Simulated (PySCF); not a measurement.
**NMR shielding calculation, with input and output: BSi2H5Cl2F (charge −1)**

- system: BSi2H5Cl2F, charge −1
- method: GIAO PBE0/pcSseg-1 NMR shielding, non-relativistic, gas phase (PySCF 2.14.0)

The geometry comes from this level: PBE0-D3(BJ)/ma-def2-SVP. Figures and captions count atoms from 1; the log counts them from 0 in places.

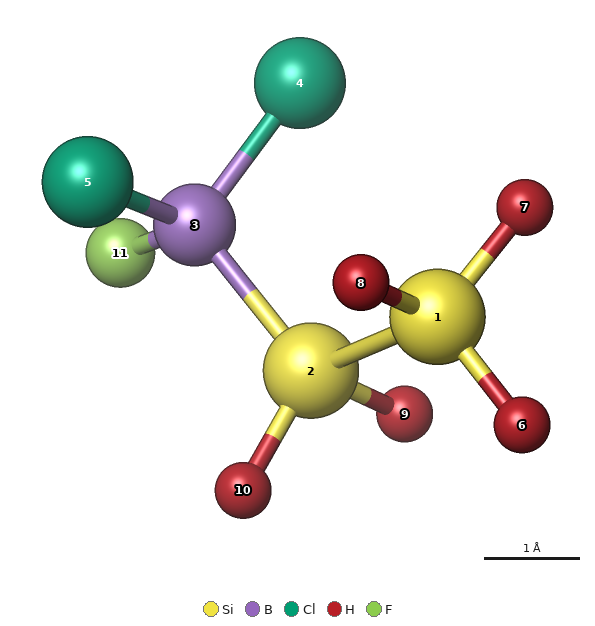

Fig. 1: The structure (ball-and-stick view, seen at a tilt; atoms are numbered from 1 in the order of the input). Bond lengths as drawn: B–Cl 1.90 Å, B–F 1.39 Å, B–Si 2.05 Å, H–Si 1.50 to 1.51 Å and Si–Si 2.35 Å.

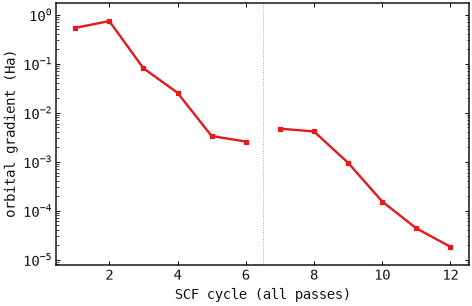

Fig. 2: Convergence of the self-consistent field: orbital gradient against the SCF cycle. The dotted line marks the change from a coarse to the final integration grid. The first 6 cycles use a coarse grid, the final grid takes over at cycle 7, and the field converges after 12 cycles in all.

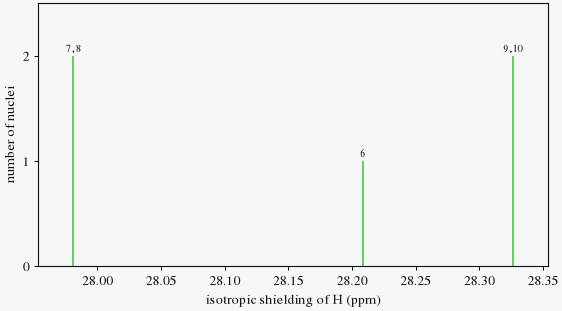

Fig. 3: Isotropic shieldings of the hydrogen nuclei in this fixed geometry, labelled by atom number; shielding grows to the right, so chemical shift grows to the left. The least shielded is H7 (28.0 ppm), the most shielded H10 (28.3 ppm).

These pictures come from the run below.

The input:
```
{"job": {"kind": "nmr", "xc": "PBE0", "basis": "pcSseg-1", "pop": false}, "charge": -1, "multiplicity": 1}
Si    -1.533289    -0.259896     0.113693
Si     0.449039     0.896241    -0.379336
B      2.133771    -0.208554     0.018448
Cl     2.013020    -1.815202    -0.994922
Cl     2.118160    -0.655597     1.867075
H     -2.761055     0.565564    -0.178749
H     -1.691123    -1.517732    -0.688228
H     -1.640337    -0.644961     1.559750
H      0.293663     1.304945    -1.825311
H      0.335918     2.189714     0.392709
F      3.320823     0.437078    -0.286289
```

The first line tells a small driver script what to run in PySCF; the rest is the geometry in Å.

Run as:
```bash
OMP_NUM_THREADS=1 python <driver script> task.json out
```

Log:
```
coarse grid: 11768 points
cycle   1  E = -1626.4608760677  dE =  1.428e-02  |g| = 5.387e-01  |ddm| = 2.891e+00
cycle   2  E = -1626.4378299228  dE =  2.305e-02  |g| = 7.417e-01  |ddm| = 1.370e+00
cycle   3  E = -1626.5206191139  dE = -8.279e-02  |g| = 8.072e-02  |ddm| = 6.853e-01
cycle   4  E = -1626.5219975445  dE = -1.378e-03  |g| = 2.543e-02  |ddm| = 1.252e-01
cycle   5  E = -1626.5221005477  dE = -1.030e-04  |g| = 3.331e-03  |ddm| = 2.707e-02
cycle   6  E = -1626.5221023297  dE = -1.782e-06  |g| = 2.576e-03  |ddm| = 9.326e-03
final grid: 97016 points
cycle   7  E = -1626.5570230463  dE = -3.196e-05  |g| = 4.708e-03  |ddm| = 1.657e-02
cycle   8  E = -1626.5570224612  dE =  5.851e-07  |g| = 4.137e-03  |ddm| = 7.684e-03
cycle   9  E = -1626.5570257167  dE = -3.256e-06  |g| = 9.474e-04  |ddm| = 4.774e-03
cycle  10  E = -1626.5570259168  dE = -2.001e-07  |g| = 1.535e-04  |ddm| = 8.951e-04
cycle  11  E = -1626.5570259218  dE = -4.957e-09  |g| = 4.352e-05  |ddm| = 2.112e-04
cycle  12  E = -1626.5570259221  dE = -3.402e-10  |g| = 1.828e-05  |ddm| = 7.093e-05
converged SCF energy = -1626.5570259221

GIAO shielding tensors (ppm)
atom      isotropic    diamagn.    paramagn.     s11        s22        s33       span
  0 Si     456.454     879.431    -422.977    443.178    447.734    478.450     35.271
  1 Si     466.162     879.241    -413.079    446.743    456.630    495.113     48.370
  2 B       92.930     187.583     -94.653     87.918     89.321    101.551     13.633
  3 Cl     832.428    1148.514    -316.086    689.429    815.736    992.119    302.690
  4 Cl     834.289    1148.493    -314.203    691.853    816.346    994.669    302.816
  5 H       28.209      29.091      -0.882     25.108     25.580     33.938      8.830
  6 H       27.977      28.993      -1.016     24.479     27.015     32.437      7.958
  7 H       27.985      28.993      -1.008     24.510     26.987     32.459      7.950
  8 H       28.324      29.389      -1.065     25.131     26.197     33.645      8.513
  9 H       28.329      29.379      -1.049     25.094     26.189     33.705      8.611
 10 F      300.771     463.877    -163.106    259.591    288.496    354.225     94.634
```

Summary:

```json
{"quantity": "outcome", "value": "converged"}
{"quantity": "total energy", "value": "−1626.557026 hartree"}
{"quantity": "HOMO", "value": "−2.96 eV"}
{"quantity": "LUMO", "value": "4.23 eV"}
{"quantity": "isotropic shielding, Si", "value": "456.5 to 466.2 ppm"}
{"quantity": "isotropic shielding, B", "value": "92.9 ppm"}
{"quantity": "isotropic shielding, Cl", "value": "832.4 to 834.3 ppm"}
{"quantity": "isotropic shielding, H", "value": "28.0 to 28.3 ppm"}
{"quantity": "isotropic shielding, F", "value": "300.8 ppm"}
{"quantity": "hardware", "value": "1 CPU thread, shared host"}
{"quantity": "wall time", "value": "13 s"}
{"quantity": "peak memory", "value": "0.96 GiB"}
```
